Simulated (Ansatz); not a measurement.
**BGeN (quintet): correlated methods under varied settings**

Aim: run BGeN (quintet) at one geometry under a spread of methods and options, and see what each costs and gives.

Program: Ansatz 0.2.0, Gaussian basis. Level of theory: the settings change from run to run. These are calculated values, not measurements.

41 further runs of the same task are left out: 32 that didn't finish, 9 set aside as unsound or not needed.

### Step 1. The geometry

The geometry is a PBE0/def2-TZVP stationary point (not a proven minimum) of the parent state, kept for this charge and spin. No spin-orbit coupling is included. The filled d shell of Ge may be among the frozen orbitals whatever the setting's name suggests; the logs give the count.

3 atoms, charge 0, spin multiplicity 5.

Atoms are counted from 1 here; the program's logs count them from 0.

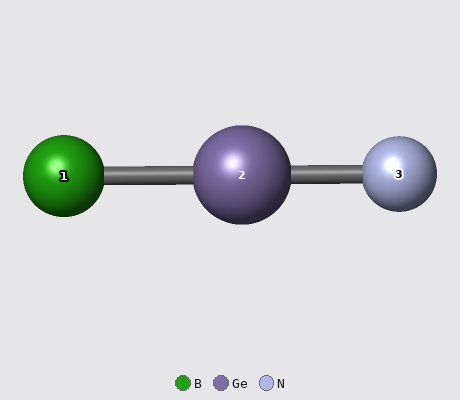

The structure; boron green, germanium purple, nitrogen light blue; atoms are numbered from 1 in the order of the file.

Geometry (Å):

```xyz
3

B     0.0000    0.0000    1.8310
Ge    0.0000    0.0000   -0.0745
N     0.0000    0.0000   -1.7565
```

### Step 2. MP2 on ROHF/cc-pVDZ

Contents of in.yaml:

```yaml
crystal:
  periodic: [false, false, false]
  atoms:
    - {symbol: B, position_ang: [0.000000, 0.000000, 1.831000]}
    - {symbol: Ge, position_ang: [0.000000, 0.000000, -0.074500]}
    - {symbol: N, position_ang: [0.000000, 0.000000, -1.756500]}
basis:
  gaussian: {orbitals: cc-pVDZ}
magnetization: {spin_polarized: false, initial_magnetization: 4}
correlation: {method: mp2, electrons: outside_noble_gas}
output: {forces: true}
```

Run with:

```sh
$ ansatz run in.yaml --threads 1 --pin off --events-out ev --progress --plain --max-ram 2393MiB
```

What it wrote, shortened:

```text
Functional definition: HF
  name "HF"
  cite "Fock, Z. Phys. 61, 126 (1930) doi:10.1007/BF01340294"
  parent pbe
[...]
598 factors; integrals over basis functions are off by at most 1.0e-3 eV
[...]
mean field -58619.20637999 eV, -2154.2161009395 hartree, gradient 2.6e-6 eV, S^2 6.000000; 8 other end points of the search recorded, 0 dependent functions left out
[...]
16 core orbitals not correlated: weight in the atoms' cores, before any rotation towards them, 0.996 or more for the frozen orbitals, at most 0.005 for the correlated occupied ones
reference -58619.20637999 eV, -2154.2161009395 hartree; 8, 4 occupied and 31, 35 virtual orbitals, 598 factors
second order -6.65697935 eV of doubles, -0.09615221 eV of singles
[...]
Total energy: -58625.95951155 eV, -2154.4642739470 hartree
Atom 0 at     0.000000     0.000000     1.831000 Å, force    -0.000000     0.000000     0.049807 eV/Å
Atom 1 at     0.000000     0.000000    -0.074500 Å, force     0.000000    -0.000000     3.427425 eV/Å
Atom 2 at     0.000000     0.000000    -1.756500 Å, force    -0.000000     0.000000    -3.477232 eV/Å
Dipole moment:    -0.000000     0.000000     0.151217 e Å
```

Wall time 32 s (1 thread of Intel Xeon at 2.50GHz, shared host).

### Step 3. HF/cc-pVDZ

in.yaml: that of step 2 with these lines changed.

```diff
@@ -7,5 +7,5 @@
 basis:
-  gaussian: {orbitals: cc-pVDZ}
+  gaussian: {orbitals: cc-pVDZ, point_charges: [{charge: 0.50, position_ang: [3.594, 0.394, -0.795]}]}
 magnetization: {spin_polarized: false, initial_magnetization: 4}
-correlation: {method: mp2, electrons: outside_noble_gas}
-output: {forces: true}
+hamiltonian: {xc: hf}
+output: {forces: true, orbitals: {seedname: orbitals}}
```

Same command.

What it wrote, shortened:

```text
Functional definition: HF
  name "HF"
  cite "Fock, Z. Phys. 61, 126 (1930) doi:10.1007/BF01340294"
  parent pbe
[...]
598 factors; integrals over basis functions are off by at most 1.0e-3 eV
[...]
mean field -58619.17408298 eV, -2154.2149140462 hartree, gradient 3.6e-7 eV, S^2 6.000000; 4 other end points of the search recorded, 0 dependent functions left out
[...]
reference -58619.17408298 eV, -2154.2149140462 hartree; 24, 20 occupied and 31, 35 virtual orbitals, 598 factors
Total energy: -58619.17408298 eV, -2154.2149140462 hartree
Atom 0 at     0.000000     0.000000     1.831000 Å, force     0.069388     0.007607    -0.641805 eV/Å
Atom 1 at     0.000000     0.000000    -0.074500 Å, force    -0.326762    -0.035822     2.324410 eV/Å
Atom 2 at     0.000000     0.000000    -1.756500 Å, force     0.248861     0.027282    -1.601219 eV/Å
Dipole moment:    -0.130486    -0.014305     0.405923 e Å
```

Run time: 15 s. Hardware: 1 thread of Intel Xeon at 2.50GHz, shared host.

### Step 4. BCCD(T) on ROHF/cc-pVDZ

Contents of in.yaml:

```yaml
crystal:
  periodic: [false, false, false]
  atoms:
    - {symbol: B, position_ang: [0.000000, 0.000000, 1.831000]}
    - {symbol: Ge, position_ang: [0.000000, 0.000000, -0.074500]}
    - {symbol: N, position_ang: [0.000000, 0.000000, -1.756500]}
basis:
  gaussian: {orbitals: cc-pVDZ}
magnetization: {spin_polarized: false, initial_magnetization: 4}
correlation: {method: bccd_t, electrons: outside_noble_gas}
accuracy: high
```

The command is unchanged.

What it wrote, shortened:

```text
Functional definition: HF
  name "HF"
  cite "Fock, Z. Phys. 61, 126 (1930) doi:10.1007/BF01340294"
  parent pbe
[...]
1092 factors; integrals over basis functions are off by at most 4.4e-9 eV
[...]
mean field -58619.20659991 eV, -2154.2161090215 hartree, gradient 3.5e-8 eV, S^2 6.000000; 10 other end points of the search recorded, 0 dependent functions left out
[...]
determinant -58619.20659991 eV, -2154.2161090215 hartree, with singles and doubles -58626.72845743 eV, -2154.4925321869 hartree
determinant -58617.80372822 eV, -2154.1645544378 hartree, with singles and doubles -58625.02489170 eV, -2154.4299273008 hartree
determinant -58617.44470772 eV, -2154.1513606776 hartree, with singles and doubles -58625.32937727 eV, -2154.4411169391 hartree
determinant -58615.85696533 eV, -2154.0930122211 hartree, with singles and doubles -58623.36678895 eV, -2154.3689931485 hartree
determinant -58615.17805588 eV, -2154.0680627590 hartree, with singles and doubles -58622.41122285 eV, -2154.3338767424 hartree
16 core orbitals not correlated: weight in the atoms' cores, before any rotation towards them, 0.996 or more for the frozen orbitals, at most 0.005 for the correlated occupied ones
reference -58619.20659991 eV, -2154.2161090215 hartree; 8, 4 occupied and 31, 35 virtual orbitals, 1092 factors
second order -6.65698748 eV of doubles, -0.09615185 eV of singles
cycle   1  -7.47249527 eV  change    4.9e-2 eV  update   3.5e-2
[...]
cycle  28  -7.50164735 eV  change  -1.8e-10 eV  update  8.3e-10
perturbative correction -0.41513225 eV, -0.0152558290 hartree
Total energy: -58627.12337951 eV, -2154.5070453056 hartree
```

Run time: 77 s. Hardware: 1 thread of Intel Xeon at 2.50GHz, shared host.

From the report: correlation -7.9168 eV; largest double amplitude 0.07.

### Step 5. BCCD on ROHF/6-31G*

in.yaml: that of step 4 with these lines changed.

```diff
@@ -7,5 +7,5 @@
 basis:
-  gaussian: {orbitals: cc-pVDZ}
+  gaussian: {orbitals: "6-31G*"}
 magnetization: {spin_polarized: false, initial_magnetization: 4}
-correlation: {method: bccd_t, electrons: outside_noble_gas}
+correlation: {method: bccd, electrons: outside_noble_gas}
 accuracy: high
```

Launched as before.

What it wrote, shortened:

```text
Functional definition: HF
  name "HF"
  cite "Fock, Z. Phys. 61, 126 (1930) doi:10.1007/BF01340294"
  parent pbe
[...]
1157 factors; integrals over basis functions are off by at most 3.6e-9 eV
[...]
mean field -58611.96633018 eV, -2153.9500340165 hartree, gradient 3.0e-8 eV, S^2 6.000000; 10 other end points of the search recorded, 0 dependent functions left out
[...]
determinant -58611.96633018 eV, -2153.9500340165 hartree, with singles and doubles -58619.50693209 eV, -2154.2271460254 hartree
determinant -58610.50535132 eV, -2153.8963440336 hartree, with singles and doubles -58617.77077739 eV, -2154.1633435170 hartree
determinant -58610.19956760 eV, -2153.8851066893 hartree, with singles and doubles -58618.08760190 eV, -2154.1749866029 hartree
determinant -58608.68157476 eV, -2153.8293214811 hartree, with singles and doubles -58616.19506727 eV, -2154.1054372383 hartree
determinant -58607.89003701 eV, -2153.8002330054 hartree, with singles and doubles -58615.12894162 eV, -2154.0662578432 hartree
16 core orbitals not correlated: weight in the atoms' cores, before any rotation towards them, 0.995 or more for the frozen orbitals, at most 0.005 for the correlated occupied ones
reference -58611.96633018 eV, -2153.9500340165 hartree; 8, 4 occupied and 41, 45 virtual orbitals, 1157 factors
second order -6.70040524 eV of doubles, -0.10043463 eV of singles
cycle   1  -7.49203498 eV  change    4.9e-2 eV  update   3.4e-2
[...]
cycle  28  -7.52087905 eV  change   3.3e-10 eV  update   1.4e-9
Total energy: -58619.48720923 eV, -2154.2264212236 hartree
```

It took 1.7 min on 1 thread of Intel Xeon at 2.50GHz, shared host; peak memory 0.32 GiB.

From the report: correlation -7.5209 eV; largest double amplitude 0.07.

### Step 6. CASSCF(10,8)/cc-pVDZ

in.yaml: that of step 5 with these lines changed.

```diff
@@ -7,5 +7,5 @@
 basis:
-  gaussian: {orbitals: "6-31G*"}
+  gaussian: {orbitals: cc-pVDZ}
 magnetization: {spin_polarized: false, initial_magnetization: 4}
-correlation: {method: bccd, electrons: outside_noble_gas}
-accuracy: high
+correlation: {active_space: {window: {electrons: 10, orbitals: 8}, states: [{multiplicity: 5, weights: [1, 1, 1, 1]}, {multiplicity: 7, weights: [1]}]}}
+output: {forces: true}
```

Launched as before.

What it wrote, shortened:

```text
Functional definition: HF
  name "HF"
  cite "Fock, Z. Phys. 61, 126 (1930) doi:10.1007/BF01340294"
  parent pbe
[...]
1036 factors; integrals over basis functions are off by at most 2.1e-7 eV
[...]
mean field -58619.20659969 eV, -2154.2161090132 hartree, gradient 2.5e-6 eV, S^2 6.000000; 9 other end points of the search recorded, 0 dependent functions left out
reference -58619.20659969 eV, -2154.2161090132 hartree; 24, 20 occupied and 31, 35 virtual orbitals, 1036 factors
state -58619.76096473 eV, -2154.2364815526 hartree
state -58619.04941607 eV, -2154.2103326218 hartree
state -58617.95516942 eV, -2154.1701197991 hartree
state -58617.75052530 eV, -2154.1625992666 hartree
state -58616.24080790 eV, -2154.1071181753 hartree
[...]
WARN: the results are in doubt because the forces break the atoms' symmetry
Total energy: -58618.15137668 eV, -2154.1773302831 hartree
Atom 0 at     0.000000     0.000000     1.831000 Å, force     0.402410    -0.267878     0.565481 eV/Å
Atom 1 at     0.000000     0.000000    -0.074500 Å, force    -0.858291     0.571351     4.393671 eV/Å
Atom 2 at     0.000000     0.000000    -1.756500 Å, force     0.455881    -0.303473    -4.959152 eV/Å
Dipole moment:     0.073294    -0.048791    -0.093353 e Å
In doubt: the forces break the atoms' symmetry
```

Run time: 77 s. Hardware: 1 thread of Intel Xeon at 2.50GHz, shared host.

From the report: 448 determinants; active occupations (of the averaged states) 1.99, 1.79, 1.38, 1.35, 1.19, 1.02, 0.95, 0.34. The program marks this result as in doubt; its last lines say why.

### Step 7. CCSD(T) on ROHF/cc-pVDZ

in.yaml: that of step 6 with these lines changed.

```diff
@@ -9,3 +9,5 @@
 magnetization: {spin_polarized: false, initial_magnetization: 4}
-correlation: {active_space: {window: {electrons: 10, orbitals: 8}, states: [{multiplicity: 5, weights: [1, 1, 1, 1]}, {multiplicity: 7, weights: [1]}]}}
+hamiltonian: {pseudopotentials: {relativity: scalar}}
+correlation: {method: ccsd_t, electrons: outside_noble_gas}
+scf: {lower_state_search: off}
 output: {forces: true}
```

Launched as before.

What it wrote, shortened:

```text
Functional definition: HF
  name "HF"
  cite "Fock, Z. Phys. 61, 126 (1930) doi:10.1007/BF01340294"
  parent pbe
[...]
598 factors; integrals over basis functions are off by at most 1.0e-3 eV
[...]
mean field -59085.90087689 eV, -2171.3668073638 hartree, gradient 2.9e-6 eV, S^2 6.000000; 0 other end points of the search recorded, 0 dependent functions left out
16 core orbitals not correlated: weight in the atoms' cores, before any rotation towards them, 0.996 or more for the frozen orbitals, at most 0.005 for the correlated occupied ones
reference -59085.90087689 eV, -2171.3668073638 hartree; 8, 4 occupied and 31, 35 virtual orbitals, 598 factors
second order -6.66858818 eV of doubles, -0.09657389 eV of singles
cycle   1  -7.03479931 eV  change   -2.7e-1 eV  update   1.3e-1
[...]
cycle  18  -7.54344239 eV  change   -9.8e-7 eV  update   7.7e-7
perturbative correction -0.39392754 eV, -0.0144765702 hartree
[...]
Total energy: -59093.83824682 eV, -2171.6585003285 hartree
Relativity: scalar
Atom 0 at     0.000000     0.000000     1.831000 Å, force    -0.000000    -0.000000     0.165020 eV/Å
Atom 1 at     0.000000     0.000000    -0.074500 Å, force     0.000000    -0.000000     3.761971 eV/Å
Atom 2 at     0.000000     0.000000    -1.756500 Å, force    -0.000000    -0.000000    -3.926991 eV/Å
Dipole moment:    -0.000000     0.000000     0.114927 e Å
Checks for a lower state left out: starts, cluster_reference, orbital_swaps, neighbouring_geometries, increment
```

Run time: 16 s. Hardware: 1 thread of Intel Xeon at 2.50GHz, shared host.

From the report: correlation -7.9374 eV; T1 0.049; largest double amplitude 0.07.

### Step 8. BCCD on UHF/cc-pVDZ

Contents of in.yaml:

```yaml
crystal:
  periodic: [false, false, false]
  atoms:
    - {symbol: B, position_ang: [0.000000, 0.000000, 1.831000]}
    - {symbol: Ge, position_ang: [0.000000, 0.000000, -0.074500]}
    - {symbol: N, position_ang: [0.000000, 0.000000, -1.756500]}
basis:
  gaussian: {orbitals: cc-pVDZ}
magnetization: {spin_polarized: true, initial_magnetization: 4}
correlation: {method: bccd, electrons: valence, diis_vectors: 4}
accuracy: high
scf: {lower_state_search: off}
output: {forces: true}
```

Same command.

What it wrote, shortened:

```text
Functional definition: HF
  name "HF"
  cite "Fock, Z. Phys. 61, 126 (1930) doi:10.1007/BF01340294"
  parent pbe
[...]
1092 factors; integrals over basis functions are off by at most 4.4e-9 eV
[...]
mean field -58619.60805231 eV, -2154.2308621249 hartree, gradient 3.2e-8 eV, S^2 6.251652; 0 other end points of the search recorded, 0 dependent functions left out
11 core orbitals not correlated: weight in the atoms' cores, before any rotation towards them, 1.000 or more for the frozen orbitals, at most 0.000 for the correlated occupied ones
reference -58619.60805231 eV, -2154.2308621249 hartree; 13, 9 occupied and 31, 35 virtual orbitals, 1092 factors
second order -6.56512271 eV of doubles, -0.00000000 eV of singles
cycle   1  -7.13145758 eV  change   -5.7e-1 eV  update   1.1e-1
[...]
cycle  35  -7.62907666 eV  change    1.4e-9 eV  update   1.7e-9
[...]
Total energy: -58627.23712897 eV, -2154.5112255212 hartree
Atom 0 at     0.000000     0.000000     1.831000 Å, force     0.000000     0.000000    -0.086423 eV/Å
Atom 1 at     0.000000     0.000000    -0.074500 Å, force     0.000000     0.000000     3.567645 eV/Å
Atom 2 at     0.000000     0.000000    -1.756500 Å, force    -0.000000    -0.000000    -3.481222 eV/Å
Dipole moment:     0.000000     0.000000     0.153471 e Å
Checks for a lower state left out: starts, cluster_reference, orbital_swaps, neighbouring_geometries, increment
```

It took 84 s on 1 thread of Intel Xeon at 2.50GHz, shared host; peak memory 0.46 GiB.

From the report: ⟨S²⟩ of the determinant 6.252 (pure quintet: 6.00); correlation -7.6291 eV; largest double amplitude 0.07.

### Step 9. MP2 on UHF/6-31G

Contents of in.yaml:

```yaml
crystal:
  periodic: [false, false, false]
  atoms:
    - {symbol: B, position_ang: [0.000000, 0.000000, 1.831000]}
    - {symbol: Ge, position_ang: [0.000000, 0.000000, -0.074500]}
    - {symbol: N, position_ang: [0.000000, 0.000000, -1.756500]}
basis:
  gaussian: {orbitals: 6-31G}
magnetization: {spin_polarized: true, initial_magnetization: 4}
correlation: {method: mp2, electrons: all}
accuracy: high
```

The command is unchanged.

What it wrote, shortened:

```text
Functional definition: HF
  name "HF"
  cite "Fock, Z. Phys. 61, 126 (1930) doi:10.1007/BF01340294"
  parent pbe
[...]
881 factors; integrals over basis functions are off by at most 4.3e-9 eV
[...]
mean field -58610.14335134 eV, -2153.8830407796 hartree, gradient 2.9e-8 eV, S^2 6.288787; 9 other end points of the search recorded, 0 dependent functions left out
reference -58610.14335134 eV, -2153.8830407796 hartree; 24, 20 occupied and 23, 27 virtual orbitals, 881 factors
second order -9.61240989 eV of doubles, -0.00000000 eV of singles
Total energy: -58619.75576123 eV, -2154.2362903276 hartree
```

Run time: 17 s. Hardware: 1 thread of Intel Xeon at 2.50GHz, shared host.

From the report: ⟨S²⟩ of the determinant 6.289 (pure quintet: 6.00).

### Step 10. MP2 on UHF/cc-pVDZ

in.yaml: that of step 9 with these lines changed.

```diff
@@ -7,5 +7,5 @@
 basis:
-  gaussian: {orbitals: 6-31G}
+  gaussian: {orbitals: cc-pVDZ}
 magnetization: {spin_polarized: true, initial_magnetization: 4}
-correlation: {method: mp2, electrons: all}
-accuracy: high
+correlation: {method: mp2, electrons: valence}
+output: {forces: true}
```

Launched as before.

What it wrote, shortened:

```text
Functional definition: HF
  name "HF"
  cite "Fock, Z. Phys. 61, 126 (1930) doi:10.1007/BF01340294"
  parent pbe
[...]
598 factors; integrals over basis functions are off by at most 1.0e-3 eV
[...]
mean field -58619.60783373 eV, -2154.2308540923 hartree, gradient 2.9e-6 eV, S^2 6.251652; 12 other end points of the search recorded, 0 dependent functions left out
11 core orbitals not correlated: weight in the atoms' cores, before any rotation towards them, 1.000 or more for the frozen orbitals, at most 0.000 for the correlated occupied ones
reference -58619.60783373 eV, -2154.2308540923 hartree; 13, 9 occupied and 31, 35 virtual orbitals, 598 factors
second order -6.56511615 eV of doubles, -0.00000000 eV of singles
[...]
Total energy: -58626.17294988 eV, -2154.4721176606 hartree
Atom 0 at     0.000000     0.000000     1.831000 Å, force     0.000000     0.000000    -0.319490 eV/Å
Atom 1 at     0.000000     0.000000    -0.074500 Å, force     0.000000    -0.000000     1.930445 eV/Å
Atom 2 at     0.000000     0.000000    -1.756500 Å, force    -0.000000     0.000000    -1.610955 eV/Å
Dipole moment:    -0.000000     0.000000     0.423856 e Å
```

Run time: 24 s. Hardware: 1 thread of Intel Xeon at 2.50GHz, shared host.

From the report: ⟨S²⟩ of the determinant 6.252 (pure quintet: 6.00).

### Step 11. The runs in one table

 † marks a result that the program doubts.

```
                                          level         correlated  functions  energy (eV)     time
                            MP2 on ROHF/cc-pVDZ  outside noble gas         55  -58625.9595     32 s
             HF/cc-pVDZ (beside a point charge)                            55  -58619.1741     15 s
                        BCCD(T) on ROHF/cc-pVDZ  outside noble gas         55  -58627.1234     77 s
                            BCCD on ROHF/6-31G*  outside noble gas         65  -58619.4872  1.7 min
CASSCF(10,8)/cc-pVDZ (mean of several states) †                            55  -58618.1514     77 s
       CCSD(T) on ROHF/cc-pVDZ (relativity set)  outside noble gas         55  -59093.8382     16 s
                            BCCD on UHF/cc-pVDZ            valence         55  -58627.2371     84 s
                               MP2 on UHF/6-31G                all         47  -58619.7558     17 s
                             MP2 on UHF/cc-pVDZ            valence         55  -58626.1729     24 s
```

### Step 12. Summary of results

| quantity | value |
| --- | --- |
| runs | 9 |
| quickest | HF/cc-pVDZ (beside a point charge), 15 s |
| slowest | BCCD on ROHF/6-31G*, 1.7 min |

What this shows: Total energies in different bases, with other cores or another treatment of relativity can't be set against each other. BCCD on ROHF/6-31G* took 7 times as long as HF/cc-pVDZ (beside a point charge); the jobs differ in more than the method.
